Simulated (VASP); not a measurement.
Here is the system:

```yaml
crystal:
  lattice:
    - [-1.64230, 1.64230, 1.64230]
    - [1.64230, -1.64230, 1.64230]
    - [1.64230, 1.64230, -1.64230]
  atoms:
    - { symbol: Nb, position: [0.00000, 0.00000, 0.00000] }
```

All values below come from revTPSS meta-GGA, VASP's PBE PAW potentials (set 64) (plane waves; VASP 6.6.1). Settings: 520 eV cut-off, 17×17×17 Γ-centred mesh, tetrahedra with Blöchl corrections, potentials Nb_sv.

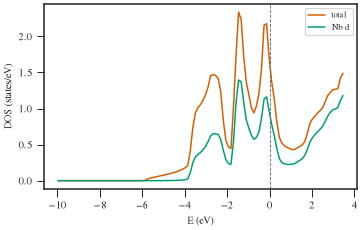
Figure: Total and projected density of states, zero at the Fermi level

Within 2 eV below the Fermi level the largest weight inside VASP's projection spheres is Nb d.

It has no gap at this level: it comes out as a metal or semimetal.

The compound is Nb in the bcc structure. It was relaxed first.
